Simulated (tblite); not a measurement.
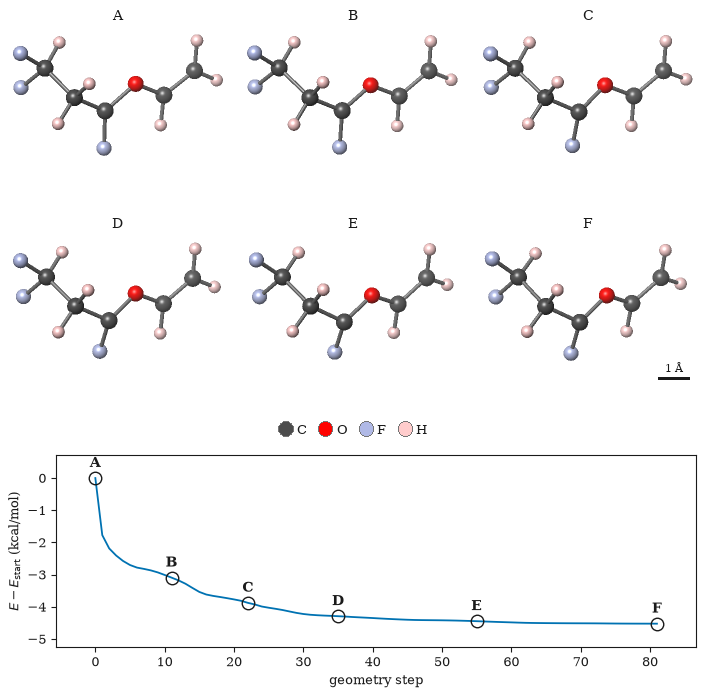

Frames of a relaxation of C5H6F3O (multiplicity 2), marked on the history of the run. Style: ball-and-stick. Shown at a tilt.

Computed with GFN2-xTB geometry optimisation, gas phase in tblite. 

What happens along the run?

Answer. The energy falls by 4.52 kcal/mol in 81 geometry steps. The largest move after the best rigid fit is that of a C atom, 0.33 Å. Largest moves by element: C 0.33 Å, H 0.27 Å, F 0.23 Å, O 0.17 Å. Among the contacts that change: C–O 1.387 → 1.342 Å, C–C 1.514 → 1.539 Å, C–F 1.340 → 1.361 Å, C–H 1.093 → 1.075 Å. Bond angles that change, for instance: O–C–F 122.4° → 115.8°, C–O–C 117.9° → 122.6°, F–C–C 120.5° → 116.1°. From step 0 to 11: a C atom moves most (0.11 Å), energy −3.09 kcal/mol. From step 11 to 22: a C atom moves most (0.11 Å), energy −0.78 kcal/mol. From step 22 to 35: an F atom moves most (0.14 Å), energy −0.41 kcal/mol. From step 35 to 55: an H atom moves most (0.12 Å), energy −0.15 kcal/mol. From step 55 to 81: an H atom moves most (0.11 Å), energy −0.08 kcal/mol.

| step | E − E(0), kcal/mol |
| --- | --- |
| 0 | 0.00 |
| 1 | -1.77 |
| 2 | -2.19 |
| 3 | -2.41 |
| 4 | -2.58 |
| 5 | -2.70 |
| 6 | -2.78 |
| 7 | -2.82 |
| 8 | -2.87 |
| 9 | -2.93 |
| 10 | -3.01 |
| 14 | -3.41 |
| 17 | -3.66 |
| 21 | -3.81 |
| 25 | -4.03 |
| 29 | -4.19 |
| 32 | -4.26 |
| 36 | -4.30 |
| 40 | -4.35 |
| 44 | -4.39 |
| 47 | -4.41 |
| 51 | -4.42 |
| 55 | -4.44 |
| 59 | -4.48 |
| 62 | -4.50 |
| 66 | -4.51 |
| 70 | -4.51 |
| 74 | -4.52 |
| 77 | -4.52 |
| 81 | -4.52 |
